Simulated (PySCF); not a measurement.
# C$_{4}$H$_{7}$NOSi: what the fields show

Input file:

```
{"job": {"kind": "uv", "xc": "B3LYP", "basis": "def2-SVPD", "nstates": 8, "ntriplets": 3}, "charge": 0, "multiplicity": 1}
C     -0.099263    -0.514558    -2.886881
C     -0.007230    -0.260230    -1.715469
Si     0.111528     0.139750     0.094424
C      0.010600    -1.433677     1.150976
N      1.603557     0.944441     0.381443
C     -1.436322     1.248106     0.426218
O     -1.363228     2.385974     0.821260
H     -0.175736    -0.738910    -3.912332
H      0.880685    -2.058750     0.978865
H     -0.034579    -1.208523     2.212803
H     -0.868929    -2.018076     0.899555
H      1.726527     1.888525     0.052183
H      2.093972     0.808489     1.249930
H     -2.442259     0.816964     0.224860
```

Run with:

```sh
OMP_NUM_THREADS=1 python probes_run.py task.json out
```

Geometry: GFN2-xTB.

Method: B3LYP/def2-SVPD, SCF density, gas phase (PySCF 2.14.0).

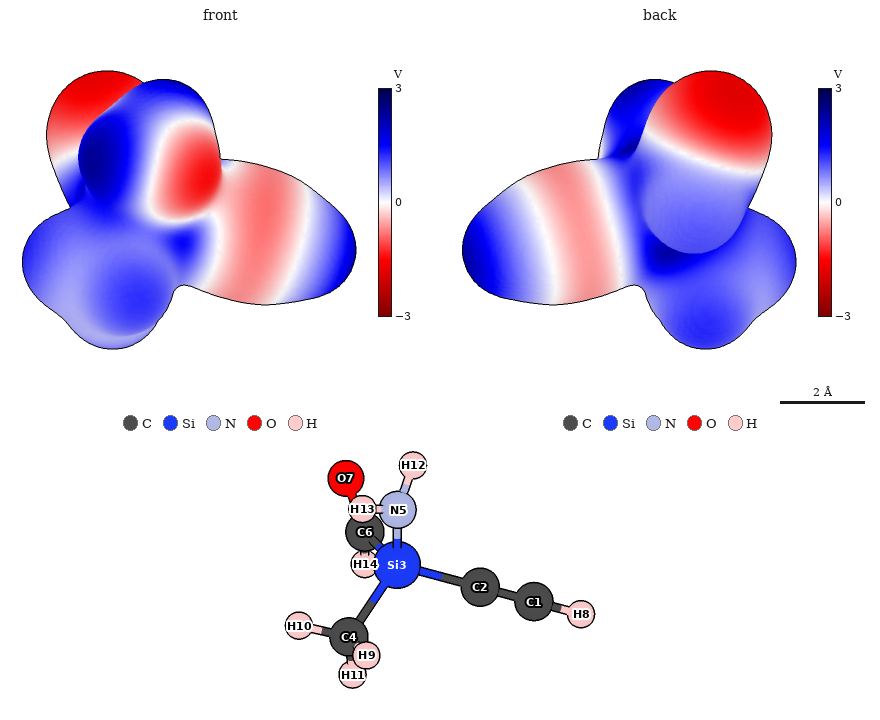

Figure 1. The electrostatic potential painted on the density surface at 0.004 e/bohr³, seen from the front and from behind; red is negative and blue positive. The bare structure is drawn below in the same view.

Where is the surface potential most negative and most positive?

The most negative region (about −1.8 V, or −42 kcal/mol for a unit charge) lies over O7, the most positive (about +2.3 V, or +53 kcal/mol for a unit charge) over Si3 and H13. O7 is the likeliest acceptor of a hydrogen bond.

What dipole moment does the calculation give?

Its dipole moment is 2.19 D.

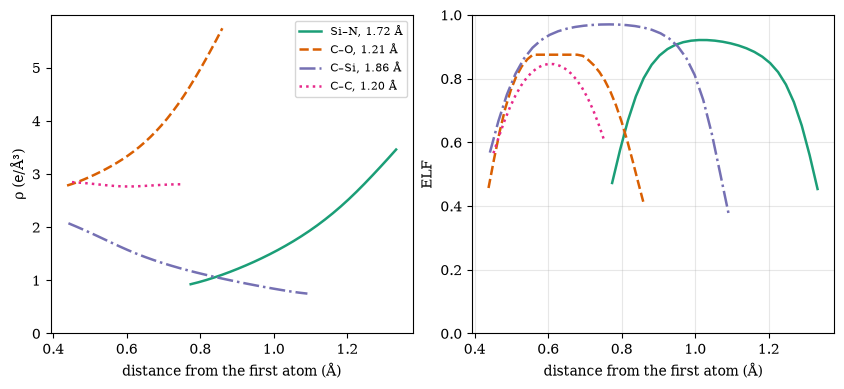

Figure 2. Electron density and electron localisation function along straight lines between neighbouring atoms. The curves leave out the atomic cores.

What kind of bonding do the profiles show?

Si–N (1.72 Å): ρ is about 1.1 e/Å³ halfway; the ELF peaks at about 0.90 between the atoms (a shared but strongly polarised pair).
C–O (1.21 Å): the density is about 3.3 e/Å³ at the midpoint; the ELF peaks at about 0.90 between the atoms; a multiple bond.
C–Si (1.86 Å): ρ at the midpoint is about 0.93 e/Å³; the ELF peaks at about 1 between the atoms: a shared electron pair.
C–C (1.20 Å): ρ at the midpoint is about 2.8 e/Å³; the ELF peaks at about 0.85 between the atoms (a short, multiple covalent bond).
